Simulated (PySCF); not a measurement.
**C2H7GaO (SMILES C[O][GaH][CH3]): TPSSh/ANO-RCC-VDZ (sfX2C)**

Aim: the vertical ionisation energy of C2H7GaO at TPSSh/ANO-RCC-VDZ (sfX2C), from 2 runs. 

The results are computed with PySCF 2.14.0.

2 further runs of the same task are left out: 1 that didn't finish, 1 set aside as unsound or not needed.

**1. The system as given**

C2H7GaO has 11 atoms, charge 0, and is taken as a singlet. As SMILES, `C[O][GaH][CH3]`. The shape is that of a PBE0-D4/def2-TZVP optimisation. This is one conformer, not always the lowest.

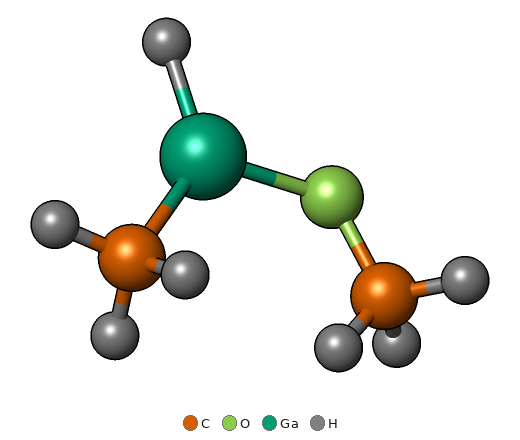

The structure, seen from a chosen angle (carbon orange, oxygen green, gallium teal, hydrogen grey).

**2. A single-point energy at TPSSh/ANO-RCC-VDZ (sfX2C)**

Contents of job.py:

```python
from pyscf import gto, dft

mol = gto.M(
    atom='''
C   -0.791600   1.602400   0.445600
O   -0.543500   0.539300   1.321100
Ga   0.230400  -1.001400   0.840100
C    0.760100  -1.200000  -1.038200
H   -0.273700   2.505300   0.790600
H   -1.864800   1.825700   0.416600
H   -0.465300   1.405800  -0.585500
H    0.366600  -1.985700   2.041400
H   -0.112800  -1.118100  -1.690500
H    1.236500  -2.164400  -1.217400
H    1.458000  -0.409100  -1.323800
''',
    max_memory=1860,
    verbose=3,
    basis='ano-rcc-vdz',
)

calc0 = dft.RKS(mol, xc='tpssh')
calc0 = calc0.sfx2c1e()
calc0.grids.level = 4
calc0.conv_tol = 1e-10
calc0.kernel()
if not calc0.converged:
    calc0 = calc0.newton().run(calc0.mo_coeff, calc0.mo_occ)

e_tot = calc0.e_tot
print(f'total energy: {e_tot:.8f} hartree')
```

Run with:

```bash
$ OMP_NUM_THREADS=1 python job.py
```

Log:

```text
converged SCF energy = -2099.59071488406
total energy: -2099.59071488 hartree
```

Run time: 29 s. Hardware: 1 thread of Intel Xeon Platinum 8488C (Sapphire Rapids), shared host; peak memory 0.36 GiB.

**3. The doublet cation, same level**

Contents of run.py:

```python
from pyscf import gto, dft

mol = gto.M(
    atom='''
C     -1.495907     3.028097     0.842062
O     -1.027066     1.019129     2.496517
Ga     0.435393    -1.892372     1.587559
C      1.436381    -2.267671    -1.961914
H     -0.517218     4.734331     1.494017
H     -3.523961     3.450073     0.787260
H     -0.879290     2.656577    -1.106435
H      0.692774    -3.752429     3.857687
H     -0.213161    -2.112903    -3.194582
H      2.336646    -4.090123    -2.300553
H      2.755221    -0.773087    -2.501619
''',
    unit='bohr',
    verbose=4,
    charge=1,
    max_memory=1860,
    basis='ano-rcc-vdz',
    spin=1,
)

mf = dft.UKS(mol, xc='tpssh')
mf = mf.sfx2c1e()
mf.grids.level = 4
mf.conv_tol = 1e-10
mf.kernel()
if not mf.converged:
    mf = mf.newton().run(mf.mo_coeff, mf.mo_occ)

energy = mf.e_tot
print('E(%s) = %.9f' % ('TPSSH', energy))
```

Run with:

```bash
$ OMP_NUM_THREADS=1 python run.py
```

Log:

```text
PySCF version 2.14.0

[... 188 lines left out ...]
converged SCF energy = -2099.23822532325  <S^2> = 0.75788762  2S+1 = 2.0078721
E(TPSSH) = -2099.238225323
```

Wall time 93 s (1 thread of Intel Xeon Platinum 8488C (Sapphire Rapids), shared host); peak memory 0.43 GiB.

**4. Outcome**

At TPSSh/ANO-RCC-VDZ (sfX2C):

| quantity | value |
| --- | --- |
| singlet C2H7GaO: total energy | -2099.59071 Eh |
| singlet C2H7GaO: dipole moment | 2.32 D |
| singlet C2H7GaO: HOMO energy | -6.83 eV |
| singlet C2H7GaO: LUMO energy | -1.03 eV |
| singlet C2H7GaO: HOMO–LUMO gap | 5.80 eV |
| doublet cation: total energy | -2099.23823 Eh |
| doublet cation: HOMO energy (highest over α and β) | -13.60 eV |
| doublet cation: LUMO energy (lowest over α and β) | -12.28 eV |
| doublet cation: ⟨S²⟩ | 0.758 |
| vertical ionisation energy (to the doublet cation) | 9.592 eV |

What this shows: The vertical ionisation energy comes to 9.59 eV (221 kcal/mol). The negative HOMO energy of the first species, 6.83 eV, lies 2.76 eV below that difference. Mulliken charges (singlet C2H7GaO) run from -0.69 on O2 to +0.88 on Ga3; they depend strongly on the basis.
